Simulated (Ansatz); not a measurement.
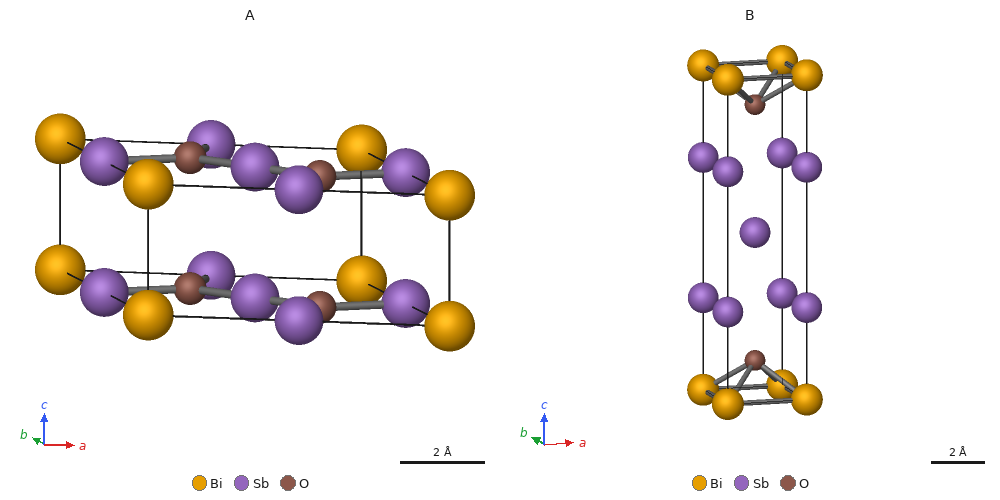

Two structures of BiSb$_{3}$O$_{2}$, each relaxed to rest (conventional cells in solid outline, small ones repeated, not to one scale). Method: DFT PBE, scalar-relativistic, plane waves, PAW (Ansatz 0.2.0), without spin polarisation.

> Give the type and space group of each.

A: 6 atoms a cell on a primitive hexagonal lattice, P6/mmm. B: 6 atoms a cell on a primitive tetragonal lattice, P4/mmm.

> Which has the lower energy, and by how much?

A is lower, by 279 meV/atom at this level of theory (energies at zero smearing). Volumes: A 25.0, B 20.4 Å³/atom.

One or both may be structure types tried for this composition rather than known phases.
